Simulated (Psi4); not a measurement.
# A workflow on AlH2O2 (SMILES [OH][Al][OH])

Wanted: a geometry optimisation (UMP2/6-31G), then the harmonic vibrations, then the energy (UCCSD(T)/cc-pVDZ) of AlH2O2. 

The results are computed with Psi4 1.11.

## 1. Starting point

The species is AlH2O2 (5 atoms), typed as a doublet with charge 0. SMILES: `[OH][Al][OH]`. The coordinates come from a PBE0-D4/def2-TZVP relaxation. The run starts from this shape.

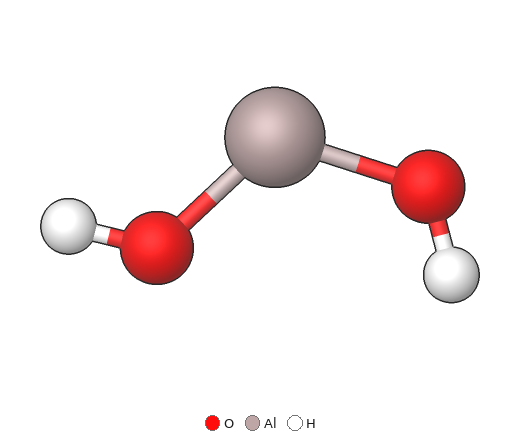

The structure, seen from a chosen angle (oxygen red, aluminium light grey, hydrogen white).

## 2. A structure relaxation at UMP2/6-31G (density fitting, density fitting for correlation) (run 1)

File input.dat:

```
memory 1.6 GB

molecule system {
  0 2
  O     -1.573500    -0.324600    -0.237500
  Al     0.018500    -0.825100     0.065000
  O      1.249400     0.348300     0.160000
  H     -1.809700     0.595800    -0.359200
  H      2.165100     0.131800     0.330400
}

set basis 6-31G
set reference uhf
set geom_maxiter 60
set freeze_core true

result = optimize('mp2')
```

On the command line:

```sh
psi4 -n 1 input.dat output.dat
```

output.dat:

```text
Psi4 1.11 release

gradient() will perform analytic gradient computation.
    For method 'MP2', SCF Algorithm Type (re)set to DISK_DF.

   => Loading Basis Set <=

    Name: 6-31G
    Role: ORBITAL
    Keyword: BASIS

         ---------------------------------------------------------
                                   SCF
                              UHF Reference
                        1 Threads,   1525 MiB Core
         ---------------------------------------------------------

  ==> Geometry <==

    Molecular point group: c1
    Full point group: C1

    Geometry (in Angstrom), charge = 0, multiplicity = 2:

[... 600 lines left out ...]
  Energy and wave function converged.
[... 825 lines left out ...]
   @DF-UHF iter   3:  -392.79644266300545   -1.85048e-05   6.32411e-05 DIIS
[... 627 lines left out ...]
	For this residual convergence, default PCG convergence is:     1.00e-07
[... 690 lines left out ...]
 Dipole X            :          0.2748389            0.2739177            0.5487566
[... 792 lines left out ...]
   @S^2 Observed:                7.529079116E-01
[... 822 lines left out ...]
   @DF-UHF iter   7:  -392.79889482533281   -2.18733e-10   1.58579e-07 DIIS
[... 793 lines left out ...]
	  Convergence Criteria     1.00e-06 *    3.00e-04 *             o    1.20e-03 *             o
[... 4 lines left out ...]
Next Geometry in Ang
	Fragment 1 (Ang)

	    O  -1.5206761581   0.1498272943  -0.2607898932
	   Al   0.0507894515  -0.4837657983   0.0514423128
	    O   1.4128820969   0.5654641831   0.1794102149
	    H  -2.0102806374   0.9651632818  -0.4133633909
	    H   2.3596777067   0.6296165213   0.3279650636

    Final optimized geometry and variables:
    Molecular point group: c1
    Full point group: C1

    Geometry (in Angstrom), charge = 0, multiplicity = 2:

    O           -1.520609713793     0.149867798743    -0.260771586119
    AL           0.050825049985    -0.483737053608     0.051439985962
    O            1.412863929164     0.565671478891     0.179378247381
    H           -2.010378018400     0.965090790893    -0.413377424370
    H            2.359691212690     0.629412467333     0.327995084413

    Psi4 run time: 0:00:16.46

[set-up sections that repeat, and orbital energies of the middle runs, are left out above]
```

Standard output:

```text
Optimizer: Optimization complete!
```

It took 18 s on 1 thread of Intel Xeon 6975P-C (Granite Rapids), shared host; peak memory 0.63 GiB.

Steps, from the record of the run:

```tsv
step	energy from the first frame kept (eV)	largest force (eV/Å)
0	0.0000	1.8197
1	-0.1653	0.3441
2	-0.1815	0.2881
3	-0.1966	0.2213
4	-0.2055	0.0804
5	-0.2072	0.0403
6	-0.2077	0.0267
7	-0.2078	0.0169
8	-0.2078	0.0124
9	-0.2079	0.0094
10	-0.2080	0.0043
11	-0.2080	0.0010
```

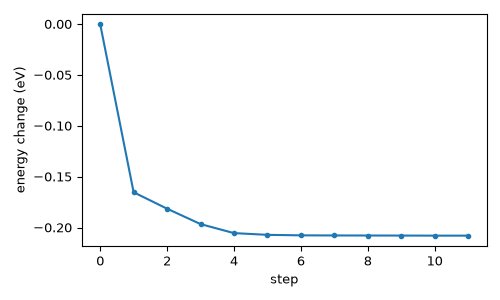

Energy along the run.

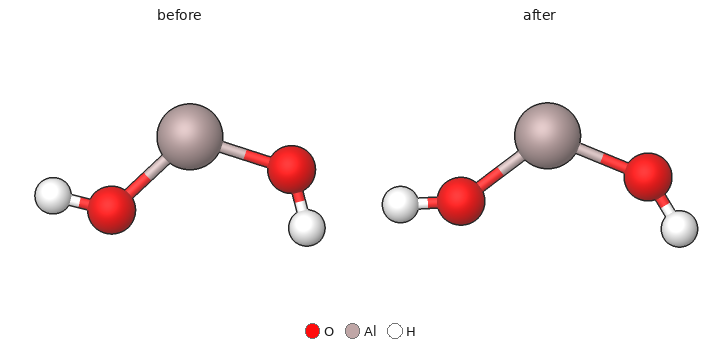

Before and after, at one scale.

After the run. Bond lengths: O1–Al2 1.723 Å, Al2–O3 1.724 Å, O1–H4 0.963 Å, O3–H5 0.961 Å. Angles: O1–Al2–O3 120.7°, Al2–O1–H4 143.5°, Al2–O3–H5 146.2°.

## 3. The harmonic vibrations at UMP2/6-31G (density fitting, density fitting for correlation) (run 2)

File job.dat:

```
memory 1600 mb

molecule m {
  0 2
  O     -3.00759928    -0.37214188    -0.47775300
  Al    -0.03801751    -1.56948180     0.11224028
  O      2.53586317     0.41361381     0.35400995
  H     -3.93312667     1.16840632    -0.76613654
  H      4.32510689     0.53406684     0.63485349
  units au
}

set {
  basis 6-31G
  reference uhf
  t 400.0
  freeze_core true
  rotational_symmetry_number 1
}

energy_value, wavefunction = frequencies("mp2", return_wfn=True)
print_variables()
```

On the command line:

```sh
psi4 job.dat job.out -n 1
```

job.out:

```text
Psi4 1.11 release

         ----------------------------------------------------------
                                   FINDIF
         ----------------------------------------------------------

[... 604 lines left out ...]
    Total Energy =                       -392.7989072393678498
[... 809 lines left out ...]
  DIE_IF_NOT_CONVERGED          => (empty)
[... 772 lines left out ...]
  MBIS_D_CONVERGENCE            => (empty)
[... 812 lines left out ...]
	Warning: cc_lambda option is changed to TRUE
[... 753 lines left out ...]
	DF-SCS(N)-MP2 Total Energy (a.u.)  :  -392.92364940793982
[... 864 lines left out ...]
   @DF-UHF iter   1:  -392.60988151121376   -1.03208e+00   1.92391e-02 DIIS/ADIIS
[... 891 lines left out ...]
  "SCF TOTAL ENERGY"                     =>    -392.798907043514
[... 6 lines left out ...]
  Array Variable Map:
  ----------------------------------------------------------------------------
  "CURRENT DIPOLE"                       =>       0.558800429659 ... 0.104516299994 1 by 3
  "CURRENT DIPOLE GRADIENT"              =>      -1.277723120614 ... 0.470212957107 15 by 3
  "CURRENT GRADIENT"                     =>       0.000007472213 ... 0.000001933607 5 by 3
  "CURRENT HESSIAN"                      =>       0.365596778644 ... 0.016478299363 15 by 15
  "MP2 DIPOLE GRADIENT"                  =>      -1.277723120614 ... 0.470212957107 15 by 3
  "MP2 TOTAL GRADIENT"                   =>       0.000007472213 ... 0.000001933607 5 by 3
  "MP2 TOTAL HESSIAN"                    =>       0.365596778644 ... 0.016478299363 15 by 15
  "SCF DIPOLE"                           =>       0.558800429659 ... 0.104516299994 1 by 3
  "SCF TOTAL ENERGIES"                   =>    -391.578226279522 ... -392.798907043514 1 by 18

    Psi4 run time: 0:00:37.58

[set-up sections that repeat, and orbital energies of the middle runs, are left out above]
```

Standard output:

```text
Warning: used thermodynamics relations inappropriate for low-frequency modes: ['232.2987' '280.6977' '316.8200' '385.9036' '426.3913']
```

It took 39 s on 1 thread of Intel Xeon 6975P-C (Granite Rapids), shared host; peak memory 0.64 GiB.

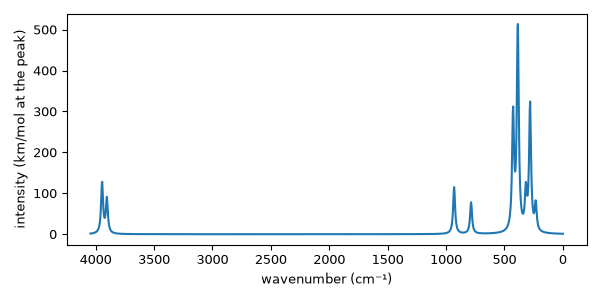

Harmonic infrared spectrum, unscaled, lines broadened by 10 cm⁻¹.

## 4. A single-point energy at UCCSD(T)/cc-pVDZ (run 3)

File alh2o2.in:

```
memory 1600 mb

molecule {
  0 2
  O     -1.591553    -0.196929    -0.252816
  Al    -0.020118    -0.830534     0.059395
  O      1.341921     0.218875     0.187334
  H     -2.081321     0.618294    -0.405422
  H      2.288748     0.282616     0.335950
}

set {
  basis       cc-pVDZ
  reference   uhf
  scf_type    pk
  freeze_core true
}

e_tot, wfn = energy('ccsd(t)', return_wfn=True)
print_variables()
```

On the command line:

```sh
psi4 alh2o2.in alh2o2.out -n 1
```

alh2o2.out:

```text
Psi4 1.11 release

   => Loading Basis Set <=

    Name: CC-PVDZ
    Role: ORBITAL
    Keyword: BASIS

         ---------------------------------------------------------
                                   SCF
                              UHF Reference
                        1 Threads,   1525 MiB Core
         ---------------------------------------------------------

  ==> Geometry <==

    Molecular point group: c1
    Full point group: C1

    Geometry (in Angstrom), charge = 0, multiplicity = 2:

[... 90 lines left out ...]
   @UHF iter   3:  -392.88167383663347   -8.16401e-02   6.32820e-04 DIIS/ADIIS
[... 9 lines left out ...]
   @UHF iter  13:  -392.88323896910833   -9.43601e-12   1.36317e-08 DIIS
[... 59 lines left out ...]
    Nuclear Repulsion Energy =             91.7255872037279687
[... 162 lines left out ...]
	SCF energy                   =   -392.88323896910958
[... 120 lines left out ...]
    Opposite-spin MP2 correlation energy      =   -0.309968065064642
[... 31 lines left out ...]
    AAA (T) energy                             =   -0.000267573751905
[... 46 lines left out ...]
  "SCF TOTAL ENERGY"                      =>    -392.883238969110
[... 2 lines left out ...]
  Array Variable Map:
  ----------------------------------------------------------------------------
  "CURRENT DIPOLE"                        =>       0.414548673444 ... 0.065097350708 1 by 3
  "SCF DIPOLE"                            =>       0.414548673444 ... 0.065097350708 1 by 3
  "SCF TOTAL ENERGIES"                    =>    -391.587448309892 ... -392.883238969110 1 by 15

    Psi4 run time: 0:00:11.67
```

Run time: 13 s. Hardware: 1 thread of Intel Xeon 6975P-C (Granite Rapids), shared host; peak memory 0.29 GiB.

## 5. Outcome

| quantity | value |
| --- | --- |
| run 1, UMP2/6-31G: total energy at the end | -393.07097 Eh |
| run 1, UMP2/6-31G: HOMO energy (Hartree–Fock orbitals) (highest over α and β) | -8.76 eV |
| run 1, UMP2/6-31G: LUMO energy (Hartree–Fock orbitals) (lowest over α and β) | 0.78 eV |
| run 1, UMP2/6-31G: correlation energy (7 core orbitals frozen) | -272.1 mEh |
| run 1, UMP2/6-31G: ⟨S²⟩ | 0.753 |
| run 2, UMP2/6-31G: correlation energy | -272.1 mEh |
| run 2, UMP2/6-31G: lowest harmonic wavenumber | 232 cm⁻¹ |
| run 2, UMP2/6-31G: highest harmonic wavenumber | 3945 cm⁻¹ |
| run 2, UMP2/6-31G: zero-point energy | 67.0 kJ/mol |
| run 2, UMP2/6-31G: ideal-gas entropy at 400 K (symmetry number 1 as used) | 74.8 cal/(mol K) |
| run 3, UCCSD(T)/cc-pVDZ: total energy | -393.32680 Eh |
| run 3, UCCSD(T)/cc-pVDZ: HOMO energy (Hartree–Fock orbitals) (highest over α and β) | -8.73 eV |
| run 3, UCCSD(T)/cc-pVDZ: LUMO energy (Hartree–Fock orbitals) (lowest over α and β) | 1.18 eV |
| run 3, UCCSD(T)/cc-pVDZ: correlation energy (7 core orbitals frozen) | -443.6 mEh |
| run 3, UCCSD(T)/cc-pVDZ: (T) correction | -9.15 mEh |
| run 3, UCCSD(T)/cc-pVDZ: ⟨S²⟩ | 0.753 |
| run 3, UCCSD(T)/cc-pVDZ: T1 diagnostic | 0.026 |

The optimisation (run 1, UMP2/6-31G) took 12 steps and changed the energy by -0.208 eV. All 9 modes are real, so the shape is a minimum at this level. The triples (run 3, UCCSD(T)/cc-pVDZ) make up 2.1 % of the correlation energy.
